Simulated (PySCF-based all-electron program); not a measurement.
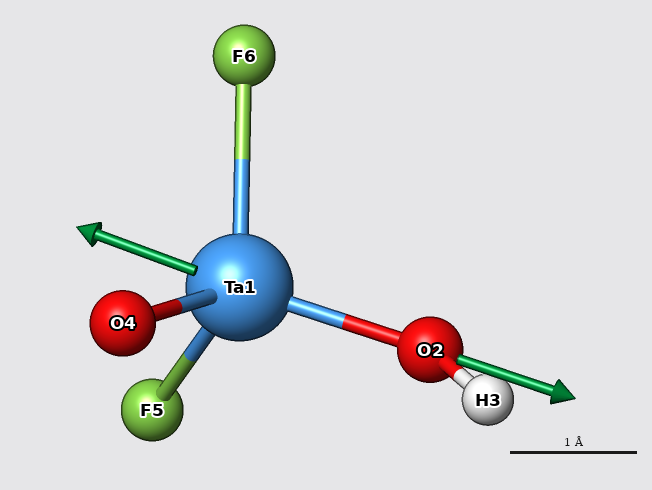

Arrows show the forces on the atoms, 0.07 Å of arrow for 1 eV/Å; forces under a tenth of the largest aren't drawn. Charge 0, singlet. Level of theory: PBE, all-electron, scalar-relativistic (Koelling-Harmon), large uncontracted Gaussian sets (PySCF-based all-electron program).

Question: Along which bond is the force strongest?

Answer: Ta1–O2, now 1.623 Å: the forces push its atoms apart, so a first step downhill lengthens it.

List the force components in the frame of the picture (x right, y up, z towards the viewer), in eV/Å.

| atom | Fx | Fy | Fz |
| --- | --- | --- | --- |
| Ta1 | −13.67 | 5.06 | −4.03 |
| O2 | 13.48 | −4.54 | 2.78 |
| H3 | 0.64 | −0.26 | 0.25 |
| O4 | −0.46 | −0.30 | 1.12 |
| F5 | −0.09 | −0.31 | −0.18 |
| F6 | 0.08 | 0.35 | 0.06 |
